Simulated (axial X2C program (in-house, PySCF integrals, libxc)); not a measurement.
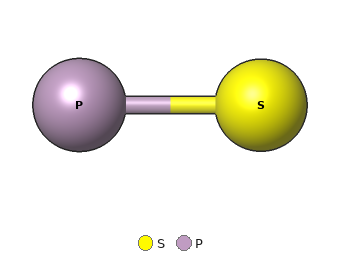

Figure 1. The molecule at the reference distance of 1.912 Å.

## Relativistic diatomic calculation for SP

System: SP, single determinant with Ω = 1/2.
Method: PBE0, two-component X2C with atomic mean-field Coulomb and Gaunt terms, S dyall-v3z, P dyall-v3z (cores contracted) (axial X2C program (in-house, PySCF integrals, libxc)).

### Log
```
two-component X2C + atomic mean field  PBE0
basis functions 92  fitting functions 575  grid points 252
iter        total energy     max residual
   1       -739.835523363     8.40e-01
   2       -740.977772937     1.40e-01
   3       -741.091069954     2.34e-02
   4       -741.094229430     1.92e-02
   5       -741.096200778     1.34e-02
   6       -741.097251487     6.43e-03
   7       -741.097947059     1.40e-03
   8       -741.097967239     3.20e-04
   9       -741.097968030     7.50e-05
  10       -741.097968108     3.92e-05
  11       -741.097968165     1.20e-05
  12       -741.097968167     2.62e-06
converged
one-electron -1156.28096168  Coulomb 397.67281245  exact exchange -11.94430836  xc functional -36.86131724  nuclear repulsion 66.42391769  atomic mean-field constant -0.10811102
```

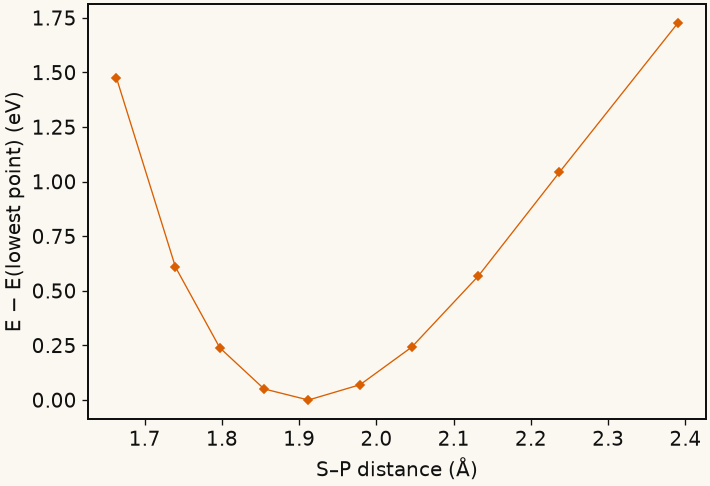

Figure 2. Energy at 10 bond lengths, for one set of occupations held fixed; the line joins the points. A polynomial of degree 6 through 9 points gives rₑ = 1.909 Å, ωₑ = 741.9 cm⁻¹, ωₑxₑ = 1.8 cm⁻¹ and Bₑ = 0.2941 cm⁻¹. The minimum lies 4.29 eV below S + P, each computed as one determinant at the same level.

### The input
```
{"zs": [16, 15], "q": 0, "bas": ["dyall-v3z", "dyall-v3z"], "levels": ["PBE0", "HF", "r2SCAN0", "B3LYP"], "cc": false, "r0": 1.96, "npts": 10, "nst": 2, "ntry": 6, "opt": {"nrad": 30, "nth": 6}}
```

The line is the task of a batch: nuclear charges, charge, bases, the levels to run, a first guess of the distance and further settings. This report covers PBE0 with spin-orbit coupling. The log is that of the reference distance 1.912 Å.

Launched within a batch (the task file carries these settings):
```bash
python <driver script> task.json out
```

### What the run reported

- outcome: converged
- bond length rₑ: 1.909 Å
- ωₑ: 741.9 cm⁻¹
- energy at the minimum: −741.09797 hartree
- depth below the fragments: 4.29 eV
- hardware: 1 thread of Arm Neoverse N1, 54 GiB of memory available, shared host
- wall time: 2.9 s
- peak memory: 0.19 GiB

### What is odd here

One thing in this input was made odd on purpose: coarse grid (nrad = 30.0) (nth = 6.0). The program ran to the end. Its numbers are those of the input as typed; this run alone doesn't show how far the oddity moves them.
